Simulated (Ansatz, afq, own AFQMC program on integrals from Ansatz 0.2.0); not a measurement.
# C2H6GeO2 (singlet): AFQMC on the coupled-cluster ladder, def2-SVP

Aim: compute C2H6GeO2 (singlet) with auxiliary-field quantum Monte Carlo on the same integrals as coupled cluster, and set the energies side by side.

Program: Ansatz 0.2.0, Gaussian basis, and an in-house AFQMC program (afq) on its integrals; all values are calculated. Level of theory: def2-SVP, frozen cores. These are calculated values, not measurements.

To be run: PBE (unrestricted); CCSD(T) on RHF; r2SCAN (unrestricted); PBE0 (unrestricted); B3LYP (unrestricted); wB97M-V (unrestricted); B2PLYP (unrestricted); Phaseless AFQMC, CISD trial on RHF; UHF.

## Step 1: The system

The geometry is a PBE0/def2-SVP stationary point (not a proven minimum). No spin-orbit coupling is included. The filled d shell of Ge may be among the frozen orbitals whatever the setting's name suggests; the logs give the count.

11 atoms, charge 0, spin multiplicity 1.

Atoms are counted from 1 here; the program's logs count them from 0.

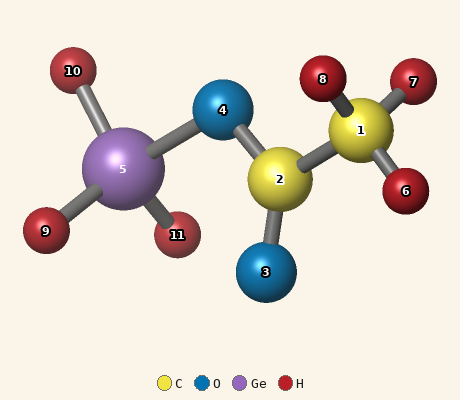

The geometry (carbon yellow, oxygen blue, germanium purple, hydrogen red); atoms are numbered from 1 in the order of the file.

## Step 2: PBE (unrestricted)

File in.yaml:

```yaml
crystal:
  periodic: [false, false, false]
  atoms:
    - {symbol: C, position_ang: [-0.090568, -1.586963, 1.223170]}
    - {symbol: C, position_ang: [-0.296704, -0.574727, 0.134771]}
    - {symbol: O, position_ang: [-1.125439, -0.660831, -0.742455]}
    - {symbol: O, position_ang: [0.534853, 0.459049, 0.217639]}
    - {symbol: Ge, position_ang: [0.292635, 1.708291, -1.112516]}
    - {symbol: H, position_ang: [-0.799945, -2.413505, 1.105739]}
    - {symbol: H, position_ang: [0.942187, -1.963438, 1.186730]}
    - {symbol: H, position_ang: [-0.223803, -1.107298, 2.203924]}
    - {symbol: H, position_ang: [-1.115596, 2.297346, -0.993479]}
    - {symbol: H, position_ang: [1.373432, 2.730331, -0.734904]}
    - {symbol: H, position_ang: [0.574148, 1.054746, -2.468120]}
basis:
  gaussian: {orbitals: def2-SVP}
magnetization: {spin_polarized: true, initial_magnetization: 0}
hamiltonian: {xc: {name: PBE}}
output: {orbitals: {seedname: orbitals}}
```

Launch:

```console
> ansatz run in.yaml --threads 1 --pin off --events-out ev --progress --plain --max-ram 8192MiB --backend cpu
```

The program printed:

```text
Functional definition: PBE
  name "PBE"
  cite "Perdew, Burke & Ernzerhof, Phys. Rev. Lett. 77, 3865 (1996) doi:10.1103/PhysRevLett.77.3865"
  parent pbe
  parameter kappa = 0.804
  parameter beta = 0.06672455060314922
  exchange = pbe_x(kappa = kappa, mu = beta*pi^2/3)
  correlation = pbe_c(beta = beta)
1301 factors; their error is unknown
mean field evaluation 1: about -62748.2767 eV, gradient 4.9e1 eV
mean field evaluation 2: about -62719.0918 eV, gradient 9.5e1 eV
mean field evaluation 4: about -62756.8941 eV, gradient 1.2e1 eV
mean field evaluation 8: about -62757.4365 eV, gradient 8.4e-2 eV
mean field evaluation 16: about -62757.3732 eV, gradient 2.3e-5 eV
mean field -62757.37317150 eV, -2306.2909255774 hartree, gradient 2.3e-5 eV, S^2 0.000000; 0 other end points of the search recorded, 0 dependent functions left out
reference -62757.37321010 eV, -2306.2909269959 hartree; 33, 33 occupied and 85, 85 virtual orbitals, 1301 factors
Total energy: -62757.37321010 eV, -2306.2909269959 hartree
```

It took 5 s on 1 thread of AMD EPYC 7R13 (Zen 3), shared host; peak memory 0.72 GiB.

From the report: ⟨S²⟩ of the determinant 0.000 (pure singlet: 0.00).

## Step 3: CCSD(T) on RHF

Changes to in.yaml since step 2:

```diff
@@ -16,4 +16,3 @@
   gaussian: {orbitals: def2-SVP}
-magnetization: {spin_polarized: true, initial_magnetization: 0}
-hamiltonian: {xc: {name: PBE}}
-output: {orbitals: {seedname: orbitals}}
+magnetization: {spin_polarized: false}
+correlation: {method: ccsd_t, electrons: outside_noble_gas, hamiltonian_folder: ham}
```

Launch:

```console
> ansatz run in.yaml --threads 1 --pin off --events-out ev --progress --plain --max-ram 24576MiB --backend cuda --devices 0, --max-vram 18GiB
```

The program printed, shortened:

```text
Functional definition: HF
  name "HF"
  cite "Fock, Z. Phys. 61, 126 (1930) doi:10.1007/BF01340294"
  parent pbe
[...]
1174 factors; integrals over basis functions are off by at most 1.4e-3 eV
[...]
mean field -62692.88482778 eV, -2303.9210226572 hartree, gradient 5.1e-6 eV, S^2 0.000000; 0 other end points of the search recorded, 0 dependent functions left out
18 core orbitals not correlated: weight in the atoms' cores, before any rotation towards them, 0.992 or more for the frozen orbitals, at most 0.005 for the correlated occupied ones
reference -62692.88482778 eV, -2303.9210226572 hartree; 15, 15 occupied and 85, 85 virtual orbitals, 1174 factors
second order -19.94770364 eV of doubles, -0.00000000 eV of singles
cycle   1  -20.32273751 eV  change   -3.8e-1 eV  update   1.2e-1
[...]
cycle   9  -21.09899500 eV  change   -3.4e-5 eV  update   2.4e-5
perturbative correction -0.63694513 eV, -0.0234073017 hartree
Total energy: -62714.62076790 eV, -2304.7198037237 hartree
```

It took 8.5 s on 1 × NVIDIA H100 80GB HBM3 with 1 thread of AMD EPYC 7R13 (Zen 3), shared host; peak host memory 0.77 GiB.

From the report: correlation -21.7359 eV; T1 0.015; largest double amplitude 0.04.

This run also writes the integrals to the folder ham.

## Step 4: r2SCAN (unrestricted)

Changes to in.yaml since step 3:

```diff
@@ -16,3 +16,3 @@
   gaussian: {orbitals: def2-SVP}
-magnetization: {spin_polarized: false}
-correlation: {method: ccsd_t, electrons: outside_noble_gas, hamiltonian_folder: ham}
+magnetization: {spin_polarized: true, initial_magnetization: 0}
+hamiltonian: {xc: {name: r2SCAN}}
```

Launch:

```console
> ansatz run in.yaml --threads 1 --pin off --events-out ev --progress --plain --max-ram 8192MiB --backend cpu
```

The program printed:

```text
Functional definition: r2SCAN
  name "r2SCAN"
  cite "Furness, Kaplan, Ning, Perdew & Sun, J. Phys. Chem. Lett. 11, 8208 (2020) doi:10.1021/acs.jpclett.0c02405"
  cite "Furness, Kaplan, Ning, Perdew & Sun, J. Phys. Chem. Lett. 11, 9248 (2020) doi:10.1021/acs.jpclett.0c03077"
  parent r2scan
  parameter k0 = 0.174
  parameter k1 = 0.065
  parameter a1 = 4.9479
  exchange = r2scan_x(k0 = k0, k1 = k1, a1 = a1)
  correlation = r2scan_c
1301 factors; their error is unknown
mean field evaluation 1: about -62762.3403 eV, gradient 4.4e1 eV
mean field evaluation 2: about -62748.8075 eV, gradient 7.2e1 eV
mean field evaluation 4: about -62769.5949 eV, gradient 6.5e0 eV
mean field evaluation 8: about -62769.7675 eV, gradient 1.8e-1 eV
mean field evaluation 16: about -62769.7006 eV, gradient 5.3e-5 eV
mean field -62769.70062123 eV, -2306.7439509989 hartree, gradient 5.3e-5 eV, S^2 0.000000; 0 other end points of the search recorded, 0 dependent functions left out
reference -62769.70063316 eV, -2306.7439514375 hartree; 33, 33 occupied and 85, 85 virtual orbitals, 1301 factors
Total energy: -62769.70063316 eV, -2306.7439514375 hartree
```

Wall time 12 s (1 thread of AMD EPYC 7R13 (Zen 3), shared host); peak memory 0.72 GiB.

From the report: ⟨S²⟩ of the determinant 0.000 (pure singlet: 0.00).

## Step 5: PBE0 (unrestricted)

Changes to in.yaml since step 4:

```diff
@@ -17,2 +17,3 @@
 magnetization: {spin_polarized: true, initial_magnetization: 0}
-hamiltonian: {xc: {name: r2SCAN}}
+hamiltonian: {xc: {name: PBE0}}
+output: {orbitals: {seedname: orbitals}}
```

Launched as before.

The program printed:

```text
Functional definition: PBE0
  name "PBE0"
  cite "Adamo & Barone, J. Chem. Phys. 110, 6158 (1999) doi:10.1063/1.478522"
  cite "Perdew, Burke & Ernzerhof, Phys. Rev. Lett. 77, 3865 (1996) doi:10.1103/PhysRevLett.77.3865"
  parent pbe
  parameter a = 0.25
  parameter kappa = 0.804
  parameter beta = 0.06672455060314922
  exchange = (1 - a)*pbe_x(kappa = kappa, mu = beta*pi^2/3) + a*exact_x
  correlation = pbe_c(beta = beta)
1174 factors; integrals over basis functions are off by at most 1.4e-3 eV
mean field evaluation 1: about -62753.0300 eV, gradient 4.0e1 eV
mean field evaluation 2: about -62748.0002 eV, gradient 5.5e1 eV
mean field evaluation 4: about -62758.9453 eV, gradient 2.9e0 eV
mean field evaluation 8: about -62759.1318 eV, gradient 1.7e-1 eV
mean field evaluation 16: about -62759.1319 eV, gradient 1.3e-5 eV
mean field -62759.13186814 eV, -2306.3555564868 hartree, gradient 1.3e-5 eV, S^2 0.000000; 0 other end points of the search recorded, 0 dependent functions left out
reference -62759.13189756 eV, -2306.3555575678 hartree; 33, 33 occupied and 85, 85 virtual orbitals, 1174 factors
Total energy: -62759.13189756 eV, -2306.3555575678 hartree
```

Run time: 7.5 s. Hardware: 1 thread of AMD EPYC 7R13 (Zen 3), shared host; peak memory 1.6 GiB.

From the report: ⟨S²⟩ of the determinant 0.000 (pure singlet: 0.00).

## Step 6: B3LYP (unrestricted)

Changes to in.yaml since step 5:

```diff
@@ -17,3 +17,2 @@
 magnetization: {spin_polarized: true, initial_magnetization: 0}
-hamiltonian: {xc: {name: PBE0}}
-output: {orbitals: {seedname: orbitals}}
+hamiltonian: {xc: {name: B3LYP}}
```

Same command.

The program printed, shortened:

```text
Functional definition: B3LYP
  name "B3LYP"
  cite "Stephens, Devlin, Chabalowski & Frisch, J. Phys. Chem. 98, 11623 (1994) doi:10.1021/j100096a001"
  cite "Becke, Phys. Rev. A 38, 3098 (1988) doi:10.1103/PhysRevA.38.3098"
  cite "Lee, Yang & Parr, Phys. Rev. B 37, 785 (1988) doi:10.1103/PhysRevB.37.785"
  cite "Vosko, Wilk & Nusair, Can. J. Phys. 58, 1200 (1980) doi:10.1139/p80-159"
[...]
1174 factors; integrals over basis functions are off by at most 1.4e-3 eV
[...]
mean field -62774.44705532 eV, -2306.9183792346 hartree, gradient 6.5e-5 eV, S^2 0.000000; 0 other end points of the search recorded, 0 dependent functions left out
reference -62774.44732383 eV, -2306.9183891020 hartree; 33, 33 occupied and 85, 85 virtual orbitals, 1174 factors
Total energy: -62774.44732383 eV, -2306.9183891020 hartree
```

Run time: 7.5 s. Hardware: 1 thread of AMD EPYC 7R13 (Zen 3), shared host; peak memory 1.6 GiB.

From the report: ⟨S²⟩ of the determinant 0.000 (pure singlet: 0.00).

## Step 7: wB97M-V (unrestricted)

Changes to in.yaml since step 6:

```diff
@@ -17,2 +17,3 @@
 magnetization: {spin_polarized: true, initial_magnetization: 0}
-hamiltonian: {xc: {name: B3LYP}}
+hamiltonian: {xc: {name: wB97M-V}}
+output: {orbitals: {seedname: orbitals}}
```

Same command.

The program printed, shortened:

```text
Functional definition: wB97M-V
  name "wB97M-V"
  cite "Mardirossian & Head-Gordon, J. Chem. Phys. 144, 214110 (2016) doi:10.1063/1.4952647"
  cite "Becke, J. Chem. Phys. 107, 8554 (1997) doi:10.1063/1.475007"
  cite "Vydrov & Van Voorhis, J. Chem. Phys. 133, 244103 (2010) doi:10.1063/1.3521275"
  # Of w^i u^j: cxij and so on, Table III.
[...]
  gx(w, u) = 1 - cx + cx01*u + cx10*w
  gss(w, u) = css00 + css04*u^4 + css10*w + css20*w^2 + css43*w^4*u^3
  gos(w, u) = cos00 + cos10*w + (cos20 + cos21*u)*w^2 + (cos60 + cos61*u)*w^6
[...]
      + integral(e_c_pw_mod_opposite_spin*gos(b97_w_opposite, b97_u_opposite)) + vv10(b, c)
1174 factors; integrals over basis functions are off by at most 1.4e-3 eV
304 factors; integrals over basis functions are off by at most 7.5e-6 eV
[...]
mean field -62767.55452539 eV, -2306.6650834316 hartree, gradient 3.2e-5 eV, S^2 0.000000; 0 other end points of the search recorded, 0 dependent functions left out
reference -62767.55456967 eV, -2306.6650850589 hartree; 33, 33 occupied and 85, 85 virtual orbitals, 1174 factors
Total energy: -62767.55456967 eV, -2306.6650850589 hartree
```

It took 25 s on 1 thread of AMD EPYC 7R13 (Zen 3), shared host; peak memory 1.6 GiB.

From the report: ⟨S²⟩ of the determinant 0.000 (pure singlet: 0.00).

## Step 8: B2PLYP (unrestricted)

Changes to in.yaml since step 7:

```diff
@@ -17,3 +17,3 @@
 magnetization: {spin_polarized: true, initial_magnetization: 0}
-hamiltonian: {xc: {name: wB97M-V}}
-output: {orbitals: {seedname: orbitals}}
+hamiltonian: {xc: {name: B2PLYP}}
+correlation: {electrons: outside_noble_gas}
```

Launched as before.

The program printed, shortened:

```text
Functional definition: B2PLYP
  name "B2PLYP"
  cite "Grimme, J. Chem. Phys. 124, 034108 (2006) doi:10.1063/1.2148954"
  cite "Becke, Phys. Rev. A 38, 3098 (1988) doi:10.1103/PhysRevA.38.3098"
  cite "Lee, Yang & Parr, Phys. Rev. B 37, 785 (1988) doi:10.1103/PhysRevB.37.785"
[...]
1174 factors; integrals over basis functions are off by at most 1.4e-3 eV
[...]
mean field -62749.08257157 eV, -2305.9862516494 hartree, gradient 4.7e-6 eV, S^2 0.000000; 0 other end points of the search recorded, 0 dependent functions left out
18 core orbitals not correlated: weight in the atoms' cores, before any rotation towards them, 0.989 or more for the frozen orbitals, at most 0.007 for the correlated occupied ones
reference -62749.08274530 eV, -2305.9862580337 hartree; 15, 15 occupied and 85, 85 virtual orbitals, 1174 factors
second order -24.61199293 eV of doubles, -0.00000000 eV of singles
Total energy: -62755.72798339 eV, -2306.2304660293 hartree
```

Run time: 9.5 s. Hardware: 1 thread of AMD EPYC 7R13 (Zen 3), shared host; peak memory 1.6 GiB.

From the report: ⟨S²⟩ of the determinant 0.000 (pure singlet: 0.00).

## Step 9: Phaseless AFQMC, CISD trial on RHF

It reads the integrals that the CCSD(T) run on this determinant wrote.

Launch:

```console
> afq ham --method phaseless --trial cisd --walkers 2700 --populations 20 --least-time 60 --time-step 0.005 --steps-per-block 50 --equilibration-blocks 28 --max-blocks 4000 --target-error 0.00033 --factor-cut 1e-05 --seed 4893 --release-times 0.2,0.4,0.6 --release-step 0.02 --release-every 5 --taylor-order 6
```

The program printed:

```text
orbitals 100  electrons 15 15  factors 879 of 1174
reference energy -2303.92102266 Eh
CCSD correlation -0.77537393 Eh in 13 cycles, weight of the determinant in the CISD state 0.7781
energy of the start -2304.696397 Eh
 block  time / (1/Eh)  mean weight  energy / Eh
     1     0.250  0.9992  -2304.666449
     2     0.500  0.9998  -2304.683026
     3     0.750  1.0000  -2304.696894
     4     1.000  0.9993  -2304.706731
     5     1.250  0.9994  -2304.712093
     6     1.500  1.0002  -2304.713225
     7     1.750  0.9999  -2304.717765
     8     2.000  1.0001  -2304.718299
     9     2.250  1.0007  -2304.718444
    10     2.500  1.0000  -2304.720859
    11     2.750  0.9996  -2304.722480
    13     3.250  0.9994  -2304.726278
    15     3.750  0.9993  -2304.723464
    17     4.250  1.0003  -2304.726641
    19     4.750  0.9995  -2304.719450
    21     5.250  0.9995  -2304.723274
    23     5.750  0.9994  -2304.722930
    25     6.250  1.0000  -2304.723980
    27     6.750  0.9999  -2304.720374
    29     7.250  1.0004  -2304.723645
    31     7.750  1.0000  -2304.722842
    33     8.250  1.0004  -2304.721877
    35     8.750  1.0010  -2304.724790
    37     9.250  1.0006  -2304.723185
    39     9.750  1.0004  -2304.720116
    41    10.250  1.0004  -2304.720972
    43    10.750  1.0005  -2304.722642
    45    11.250  1.0001  -2304.720200
    47    11.750  1.0000  -2304.724077
    49    12.250  0.9999  -2304.722711
    51    12.750  1.0006  -2304.724218
    53    13.250  1.0004  -2304.724144
    55    13.750  1.0001  -2304.725743
    57    14.250  1.0000  -2304.723362
    59    14.750  1.0004  -2304.721137
    61    15.250  0.9995  -2304.724234
    63    15.750  0.9990  -2304.724157
    65    16.250  1.0004  -2304.720688
    67    16.750  0.9992  -2304.719340
    69    17.250  1.0006  -2304.723006
    71    17.750  1.0001  -2304.725496
    73    18.250  1.0000  -2304.719043
    75    18.750  0.9995  -2304.720370
    77    19.250  0.9996  -2304.718687
    79    19.750  0.9994  -2304.724795
    81    20.250  1.0002  -2304.727599
    83    20.750  1.0004  -2304.723454
    85    21.250  1.0000  -2304.721878
    87    21.750  1.0000  -2304.723431
    89    22.250  1.0000  -2304.718653
    91    22.750  0.9991  -2304.725672
    93    23.250  0.9996  -2304.721229
error from the spread of 20 populations
released: time / (1/Eh)  energy / Eh  error  mean overlap
  0.20  -2304.723361  0.000564  0.9914
  0.40  -2304.723462  0.000543  0.9868
  0.60  -2304.723378  0.000571  0.9823
energy -2304.722790 +/- 0.000394 Eh
```

Wall time 6.2 min (1 × NVIDIA H100 80GB HBM3 with 2 threads of AMD EPYC 7R13 (Zen 3), shared host); peak host memory 1.6 GiB.

Energy -62714.7020 ± 0.0107 eV. Caveats: constraint bias not in the error.

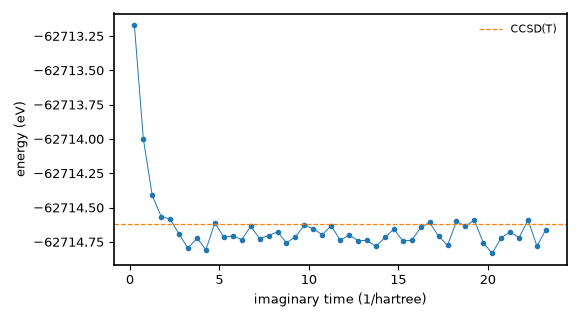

Block energies along the walk.

## Step 10: UHF

Changes to in.yaml since step 8:

```diff
@@ -17,3 +17,3 @@
 magnetization: {spin_polarized: true, initial_magnetization: 0}
-hamiltonian: {xc: {name: B2PLYP}}
-correlation: {electrons: outside_noble_gas}
+hamiltonian: {xc: hf}
+output: {orbitals: {seedname: orbitals}}
```

Launch:

```console
> ansatz run in.yaml --threads 1 --pin off --events-out ev --progress --plain --max-ram 24576MiB --backend cuda --devices 0, --max-vram 18GiB
```

The program printed:

```text
Functional definition: HF
  name "HF"
  cite "Fock, Z. Phys. 61, 126 (1930) doi:10.1007/BF01340294"
  parent pbe
  exchange = exact_x
  correlation = 0
1174 factors; integrals over basis functions are off by at most 1.4e-3 eV
mean field evaluation 1: about -62688.8440 eV, gradient 3.0e1 eV
mean field evaluation 2: about -62688.9241 eV, gradient 3.0e1 eV
mean field evaluation 4: about -62692.8186 eV, gradient 2.8e0 eV
mean field evaluation 8: about -62692.8845 eV, gradient 1.7e-1 eV
mean field -62692.88482778 eV, -2303.9210226572 hartree, gradient 1.1e-5 eV, S^2 0.000000; 0 other end points of the search recorded, 0 dependent functions left out
reference -62692.88482778 eV, -2303.9210226572 hartree; 33, 33 occupied and 85, 85 virtual orbitals, 1174 factors
Total energy: -62692.88482778 eV, -2303.9210226572 hartree
```

Run time: 15 s. Hardware: 1 × NVIDIA H100 80GB HBM3 with 1 thread of AMD EPYC 7R13 (Zen 3), shared host; peak host memory 1.6 GiB.

From the report: ⟨S²⟩ of the determinant 0.000 (pure singlet: 0.00).

## Step 11: AFQMC on the ladder

On the RHF determinant, counted from CCSD(T) (a yardstick, not exact):

```tsv
level	energy (eV)	from CCSD(T) (meV)	statistical error (meV)	time
HF	-62692.8848	+21735.9		
MP2	-62712.8325	+1788.2		
CCSD	-62713.9838	+636.9		
CCSD(T)	-62714.6208	0.0		
Phaseless AFQMC, CISD trial, step 0.005, 2700 walkers	-62714.7020	-81.3	10.7	6.2 min
```

The functionals' totals stand on their own zeros and serve differences with other points: PBE -62757.373 eV; r2SCAN -62769.701 eV; PBE0 -62759.132 eV; B3LYP -62774.447 eV; wB97M-V -62767.555 eV; B2PLYP -62755.728 eV.

## Step 12: Results

| quantity | value |
| --- | --- |
| Phaseless AFQMC, CISD trial on RHF from CCSD(T) | -81.3 ± 10.7 meV |

On RHF the phaseless walk with the CISD trial lies -81.3 meV from CCSD(T), 8 times its error bar. Error bars are statistical and leave out the constraint, the time step and what remains of the start.
